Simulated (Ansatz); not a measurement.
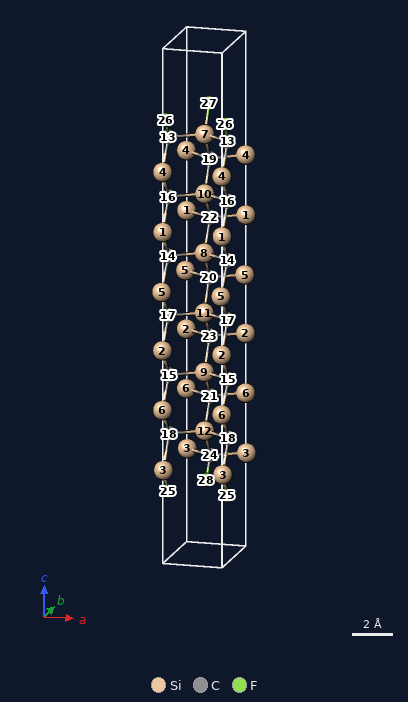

Figure 1. The structure as given in the input (ball-and-stick view of the cell of the calculation, with the vacuum cut short, seen slightly off an axis; atoms are numbered from 1 in the order of the input).

## Geometry relaxation of Si12C12F4 (part 1 of 2)

- system: Si12C12F4 (slab, 28 atoms in the cell)
- method: DFT, PBEsol, PAW, plane waves (Ansatz 0.2.0)

The structure is a generated slab. Figures and captions count atoms from 1; the log counts them from 0 in places.

Log:
```
Pseudopotentials: kind: paw
Functional definition: PBEsol
  exchange = pbesol_x
  correlation = pbesol_c
Crystal: 28 atoms, lattice volume = 435.480 Å³
Basis set: ecut = 420 eV, 8481 PW (Γ), exchange–correlation on 48×60×450 points (8 copies of the dense FFT grid, shifted against one another)
Bands: 90, of which v1, the nominal top of the filled ones, is band 62 counted from 1 (61 counted from 0)
Symmetry: 1 space group operations
Space group: P1 (ITA 1), of the structure as read, at distance tolerance 7.6e-5 Å
k-points: 14 of 24 (time reversal used)
Non-local potential: Si, projectors of the file, l = 0: 2, l = 1: 2, l = 2: 2
Non-local potential: C, projectors of the file, l = 0: 2, l = 1: 2, l = 2: 1
Non-local potential: F, projectors of the file, l = 0: 2, l = 1: 2, l = 2: 1
PAW form: soft (Blöchl's): semilocal exchange-correlation on the pseudo side does not see the compensation charge
PAW frozen core: Si, regenerated for the run's functional, and the local potential with it (the file was generated under x = pbe(κ = 0.804, μ = 0.2195149727645171), c = pbe(β = 0.06672455060314922))
PAW frozen core: C, regenerated for the run's functional, and the local potential with it (the file was generated under x = pbe(κ = 0.804, μ = 0.2195149727645171), c = pbe(β = 0.06672455060314922))
PAW frozen core: F, regenerated for the run's functional, and the local potential with it (the file was generated under x = pbe(κ = 0.804, μ = 0.2195149727645171), c = pbe(β = 0.06672455060314922))
PAW one-centre angular grid: Si, 110 points (default); XC on 64 Gauss nodes
PAW one-centre angular grid: C, 110 points (default); XC on 64 Gauss nodes
PAW one-centre angular grid: F, 110 points (default); XC on 64 Gauss nodes
Initial density: superposition of atomic densities (neutral atoms: chi_scale 0, normalization atom), corrected by the library's trained network
Initial wavefunctions: pseudopotential atomic-orbital guess
Functional: x = pbesol(κ = 0.804, μ = 0.12345679012345678), c = pbesol(β = 0.046)
SCF iter   1: F=—  HF=-13623.364371 eV  |F-HF|=—  |Δ(HF+E_count)|=         —  Δρ=8.28e-3  dr2=7.78e-1  ethr=1.77e-3  ⟨swp⟩=8.0  Hψ=6567  notcnv=0  defer=199
preconditioner: auto → Resta (q_TF=auto, 2.213 Å⁻¹)  ε∞=3.6  [insulator: Δε(μ)=1.218 eV  Ē_g=11.971 eV  σ=0.010 eV  W_gap=1.00  n_scr=74 (ndim 8)  ℏωp=19.2 eV  f_vac=0.335  D(μ)=0.00/eV (n_scr^D=0)  ε∞_Penn≈3.6  vacuum switching on, ρ_ref=1.0e-2 e/Å³]
SCF iter   2: F=—  HF=-13623.205609 eV  |F-HF|=—  |Δ(HF+E_count)|=   1.59e-1  Δρ=3.20e-3  dr2=4.63e-2  ethr=6.27e-4  ⟨swp⟩=2.9  Hψ=2178  notcnv=0  defer=294
SCF iter   3: F=—  HF=-13623.198290 eV  |F-HF|=—  |Δ(HF+E_count)|=   7.32e-3  Δρ=1.19e-3  dr2=9.15e-3  ethr=3.73e-5  ⟨swp⟩=3.6  Hψ=2046  notcnv=0  defer=294
SCF iter   4: F=—  HF=-13623.197953 eV  |F-HF|=—  |Δ(HF+E_count)|=   3.37e-4  Δρ=5.56e-4  dr2=1.24e-3  ethr=7.38e-6  ⟨swp⟩=2.9  Hψ=2173  notcnv=0  defer=293
SCF iter   5: F=—  HF=-13623.197962 eV  |F-HF|=—  |Δ(HF+E_count)|=   8.77e-6  Δρ=2.18e-4  dr2=1.66e-4  ethr=9.97e-7  ⟨swp⟩=2.1  Hψ=1925  notcnv=0  defer=293
SCF iter   6: F=—  HF=-13623.197948 eV  |F-HF|=—  |Δ(HF+E_count)|=   1.43e-5  Δρ=7.08e-5  dr2=2.38e-5  ethr=1.34e-7  ⟨swp⟩=2.0  Hψ=1854  notcnv=0  defer=293
SCF iter   7: F=-13623.197953 eV  HF=-13623.197954 eV  |F-HF|=1.58e-6  |Δ(HF+E_count)|=   6.56e-6  Δρ=3.09e-5  dr2=3.88e-6  ethr=1.81e-8  ⟨swp⟩=21.4  Hψ=9643  notcnv=0
SCF 1 converged in 7 iterations: F = -13623.197953 eV  dr2 = 3.88e-6
  greatest PAW one-centre occupation: 0.936 electrons in one spin orbital (limit 2), on the F atom at site 25 (counted from 0), in its partial waves of l = 0
relax step   1: F+E_penalty+E_count = -13623.19795269 eV  Δ(F+E_penalty+E_count) = +0.000e0 eV  max|allowed force component| = 2.788e0 eV/Å  Δτ_max = 0.0000 Å  (7 SCF iters, dr2 threshold 2.25e-5 eV, accepted)
Initial density: handed on by an earlier stage of this run
Initial wavefunctions: those handed on with the density
iter 1 solved again at ethr=3.77e-4 eV; its pass at ethr=3.10e-3 eV (dr2=4.68e-1 eV) is discarded
SCF iter   1: F=—  HF=-13624.276430 eV  |F-HF|=—  |Δ(HF+E_count)|=         —  Δρ=1.21e-2  dr2=4.64e-1  ethr=3.77e-4  ⟨swp⟩=2.0  Hψ=4970  notcnv=0  defer=299
preconditioner: auto → Resta (q_TF=auto, 2.213 Å⁻¹)  ε∞=3.5  [insulator: Δε(μ)=1.021 eV  Ē_g=12.242 eV  σ=0.010 eV  W_gap=1.00  n_scr=74 (ndim 8)  ℏωp=19.3 eV  f_vac=0.333  D(μ)=0.00/eV (n_scr^D=0)  ε∞_Penn≈3.5  vacuum switching on, ρ_ref=1.1e-2 e/Å³]
SCF iter   2: F=—  HF=-13624.173619 eV  |F-HF|=—  |Δ(HF+E_count)|=   1.03e-1  Δρ=5.87e-3  dr2=7.90e-2  ethr=3.74e-4  ⟨swp⟩=3.4  Hψ=1666  notcnv=0  defer=299
SCF iter   3: F=—  HF=-13624.155623 eV  |F-HF|=—  |Δ(HF+E_count)|=   1.80e-2  Δρ=1.81e-3  dr2=9.85e-3  ethr=6.37e-5  ⟨swp⟩=3.2  Hψ=2443  notcnv=0  defer=291
SCF iter   4: F=—  HF=-13624.153901 eV  |F-HF|=—  |Δ(HF+E_count)|=   1.72e-3  Δρ=5.75e-4  dr2=9.92e-4  ethr=7.95e-6  ⟨swp⟩=2.8  Hψ=2084  notcnv=0  defer=291
SCF iter   5: F=—  HF=-13624.153823 eV  |F-HF|=—  |Δ(HF+E_count)|=   7.74e-5  Δρ=1.91e-4  dr2=1.39e-4  ethr=8.00e-7  ⟨swp⟩=2.9  Hψ=2110  notcnv=0  defer=291
SCF iter   6: F=-13624.153827 eV  HF=-13624.153827 eV  |F-HF|=7.29e-7  |Δ(HF+E_count)|=   3.16e-6  Δρ=5.75e-5  dr2=1.50e-5  ethr=8.06e-8  ⟨swp⟩=17.9  Hψ=9435  notcnv=0
SCF 2 converged in 6 iterations: F = -13624.153827 eV  dr2 = 1.50e-5
  greatest PAW one-centre occupation: 0.934 electrons in one spin orbital (limit 2), on the F atom at site 25 (counted from 0), in its partial waves of l = 0
relax step   2: F+E_penalty+E_count = -13624.15382729 eV  Δ(F+E_penalty+E_count) = -9.559e-1 eV  max|allowed force component| = 1.675e0 eV/Å  Δτ_max = 0.1947 Å  (6 SCF iters, dr2 threshold 1.00e-4 eV, accepted)
iter 1 solved again at ethr=2.62e-4 eV; its pass at ethr=3.10e-3 eV (dr2=3.25e-1 eV) is discarded
SCF iter   1: F=—  HF=-13624.618952 eV  |F-HF|=—  |Δ(HF+E_count)|=         —  Δρ=1.09e-2  dr2=3.27e-1  ethr=2.62e-4  ⟨swp⟩=2.0  Hψ=5137  notcnv=0  defer=299
preconditioner: auto → Resta (q_TF=auto, 2.213 Å⁻¹)  ε∞=3.5  [insulator: Δε(μ)=1.058 eV  Ē_g=12.221 eV  σ=0.010 eV  W_gap=1.00  n_scr=74 (ndim 8)  ℏωp=19.3 eV  f_vac=0.331  D(μ)=0.00/eV (n_scr^D=0)  ε∞_Penn≈3.5  vacuum switching on, ρ_ref=1.1e-2 e/Å³]
SCF iter   5: F=—  HF=-13624.521301 eV  |F-HF|=—  |Δ(HF+E_count)|=   2.25e-5  Δρ=2.04e-4  dr2=1.32e-4  ethr=4.39e-7  ⟨swp⟩=2.8  Hψ=1967  notcnv=0  defer=308
SCF iter   6: F=-13624.521282 eV  HF=-13624.521283 eV  |F-HF|=7.34e-7  |Δ(HF+E_count)|=   1.81e-5  Δρ=4.36e-5  dr2=8.88e-6  ethr=8.06e-8  ⟨swp⟩=17.9  Hψ=9405  notcnv=0
SCF 3 converged in 6 iterations: F = -13624.521282 eV  dr2 = 8.88e-6
  greatest PAW one-centre occupation: 0.934 electrons in one spin orbital (limit 2), on the F atom at site 26 (counted from 0), in its partial waves of l = 0
relax step   3: F+E_penalty+E_count = -13624.52128189 eV  Δ(F+E_penalty+E_count) = -3.675e-1 eV  max|allowed force component| = 1.939e-1 eV/Å  Δτ_max = 0.1883 Å  (6 SCF iters, dr2 threshold 1.00e-4 eV, accepted)
SCF iter   1: F=—  HF=-13624.534902 eV  |F-HF|=—  |Δ(HF+E_count)|=         —  Δρ=4.89e-3  dr2=2.51e-2  ethr=2.20e-4  ⟨swp⟩=3.4  Hψ=2612  notcnv=0  defer=308
preconditioner: auto → Resta (q_TF=auto, 2.213 Å⁻¹)  ε∞=3.4  [insulator: Δε(μ)=1.135 eV  Ē_g=12.480 eV  σ=0.010 eV  W_gap=1.00  n_scr=74 (ndim 8)  ℏωp=19.5 eV  f_vac=0.331  D(μ)=0.00/eV (n_scr^D=0)  ε∞_Penn≈3.4  vacuum switching on, ρ_ref=1.1e-2 e/Å³]
SCF iter   2: F=—  HF=-13624.530804 eV  |F-HF|=—  |Δ(HF+E_count)|=   4.10e-3  Δρ=2.42e-3  dr2=5.49e-3  ethr=2.02e-5  ⟨swp⟩=2.0  Hψ=2132  notcnv=0  defer=308
SCF iter   3: F=—  HF=-13624.530463 eV  |F-HF|=—  |Δ(HF+E_count)|=   3.41e-4  Δρ=3.25e-4  dr2=3.46e-4  ethr=4.43e-6  ⟨swp⟩=2.1  Hψ=1906  notcnv=0  defer=308
SCF iter   4: F=—  HF=-13624.530348 eV  |F-HF|=—  |Δ(HF+E_count)|=   1.16e-4  Δρ=9.26e-5  dr2=2.33e-5  ethr=2.79e-7  ⟨swp⟩=2.1  Hψ=1810  notcnv=0  defer=308
SCF iter   5: F=—  HF=-13624.530349 eV  |F-HF|=—  |Δ(HF+E_count)|=   1.26e-6  Δρ=4.08e-5  dr2=5.36e-6  ethr=1.89e-9  ⟨swp⟩=18.1  Hψ=9337  notcnv=0
SCF iter   6: F=-13624.530349 eV  HF=-13624.530349 eV  |F-HF|=6.14e-8  |Δ(HF+E_count)|=   4.27e-7  Δρ=1.01e-5  dr2=3.98e-7  ethr=1.89e-9  ⟨swp⟩=6.9  Hψ=5519  notcnv=0
SCF 4 converged in 6 iterations: F = -13624.530349 eV  dr2 = 3.98e-7
relax step   4: F+E_penalty+E_count = -13624.53034855 eV  Δ(F+E_penalty+E_count) = -9.067e-3 eV  max|allowed force component| = 4.878e-2 eV/Å  Δτ_max = 0.0493 Å  (6 SCF iters, dr2 threshold 2.35e-6 eV, accepted)
SCF iter   1: F=—  HF=-13624.531238 eV  |F-HF|=—  |Δ(HF+E_count)|=         —  Δρ=1.57e-3  dr2=2.43e-3  ethr=2.17e-5  ⟨swp⟩=3.2  Hψ=2608  notcnv=0  defer=308
preconditioner: auto → Resta (q_TF=auto, 2.213 Å⁻¹)  ε∞=3.4  [insulator: Δε(μ)=1.156 eV  Ē_g=12.484 eV  σ=0.010 eV  W_gap=1.00  n_scr=74 (ndim 8)  ℏωp=19.5 eV  f_vac=0.331  D(μ)=0.00/eV (n_scr^D=0)  ε∞_Penn≈3.4  vacuum switching on, ρ_ref=1.1e-2 e/Å³]
SCF iter   2: F=—  HF=-13624.530836 eV  |F-HF|=—  |Δ(HF+E_count)|=   4.01e-4  Δρ=7.75e-4  dr2=6.04e-4  ethr=1.96e-6  ⟨swp⟩=2.0  Hψ=2037  notcnv=0  defer=308
SCF iter   3: F=—  HF=-13624.530790 eV  |F-HF|=—  |Δ(HF+E_count)|=   4.67e-5  Δρ=8.84e-5  dr2=3.36e-5  ethr=4.87e-7  ⟨swp⟩=2.0  Hψ=1820  notcnv=0  defer=308
SCF iter   4: F=—  HF=-13624.530713 eV  |F-HF|=—  |Δ(HF+E_count)|=   7.64e-5  Δρ=3.53e-5  dr2=3.44e-6  ethr=2.71e-8  ⟨swp⟩=2.4  Hψ=1834  notcnv=0  defer=308
SCF iter   5: F=—  HF=-13624.530713 eV  |F-HF|=—  |Δ(HF+E_count)|=   2.25e-8  Δρ=1.45e-5  dr2=6.60e-7  ethr=2.77e-9  ⟨swp⟩=2.4  Hψ=1887  notcnv=0  defer=308
SCF iter   6: F=-13624.530713 eV  HF=-13624.530713 eV  |F-HF|=2.52e-9  |Δ(HF+E_count)|=   7.33e-8  Δρ=2.90e-6  dr2=3.41e-8  ethr=8.06e-11  ⟨swp⟩=13.8  Hψ=8434  notcnv=0
SCF 5 converged in 6 iterations: F = -13624.530713 eV  dr2 = 3.41e-8
  greatest PAW one-centre occupation: 0.934 electrons in one spin orbital (limit 2), on the F atom at site 24 (counted from 0), in its partial waves of l = 0
relax step   5: F+E_penalty+E_count = -13624.53071326 eV  Δ(F+E_penalty+E_count) = -3.647e-4 eV  max|allowed force component| = 2.745e-2 eV/Å  Δτ_max = 0.0159 Å  (6 SCF iters, accepted)
```

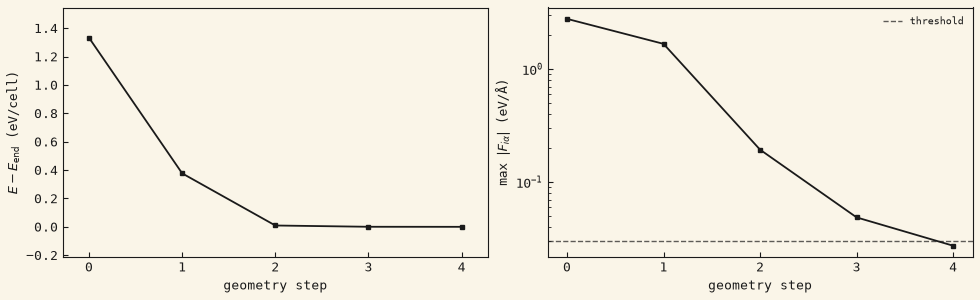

Figure 2. Progress of the relaxation, step by step (the first geometry is step 0 here and step 1 in the log).

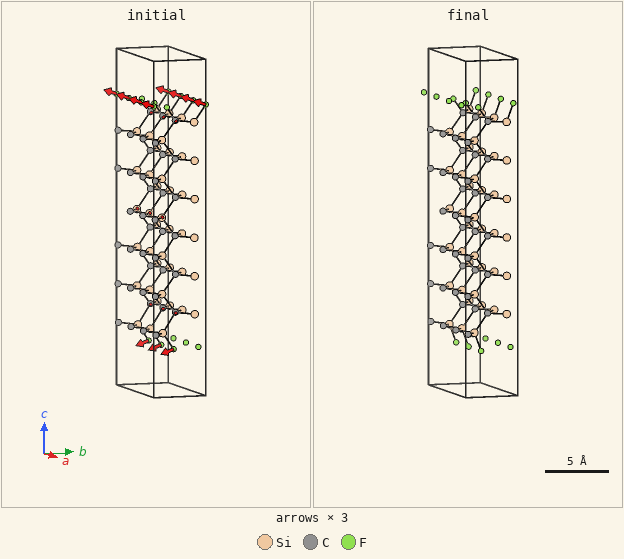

Figure 3. Before (left) and after (right) the relaxation, at one scale (ball-and-stick view of the 3 × 1 repeat of the cell, with the vacuum cut short (origin shifted), seen slightly off an axis). The red arrows give the displacements, magnified 3 times. The largest moves, 0.40 Å, are those of F25 and F27. By element the largest moves are F 0.40 Å, C 0.10 Å, Si 0.08 Å. The cell stays as it was. Among the contacts that change: C13–F26 1.299 → 1.412 Å, Si7–F27 1.685 → 1.583 Å, C24–F28 1.333 → 1.412 Å, Si3–C24 1.921 → 1.862 Å. Among the angles that change: C19–Si7–F27 108.1° → 123.3°, C18–Si3–F25 112.8° → 123.3°, C13–Si7–F27 110.7° → 103.9°. The energy falls by 1.333 eV per cell of the calculation in 4 geometry steps. Largest force component: 2.8 eV/Å at the start, 0.027 eV/Å at the end. (Atoms are counted from 1 in the order of the input.)

```
SCF converged after 6 iterations
Free energy (F): -13624.530713 eV
Harris-Foulkes:  -13624.530713 eV  (|F-HF|=2.52e-9)
Internal energy: -13624.530713 eV  (E = F + TS)
E sigma→0 (E₀):  -13624.530713 eV
Fermi energy:    3.610838 eV
--- Per-component energies (eV) ---
  E_band       = -507.434537
  E_kinetic    = 2448.948830
  E_local      = -53522.298033  (includes V_loc(G=0)·N_el)
  E_nonlocal   = 919.857394
  E_hartree    = 25866.158119
  E_xc         = -1567.349379
  E_vxc        = -1711.773066  (∫ρ·V_xc dr)
  E_paw        = -7906.441577  (= ΣΔE_a)
  E_vpaw       = -374.496384  (= ΣTr[D̂ρ^β])
  E_aug_tail   = 0.008279  (compensation charges beyond the density's cutoff)
  E_ewald      = 20135.783949
  E_core_change = 0.801704  (= ΣΔE_core)
  E_smearing   = -0.000000  (= −TS)
  E_closure    = 0.000000  (closes the sum)
  Σ components = -13624.530713   (vs F -13624.530713, Δ=0.00e0)
```
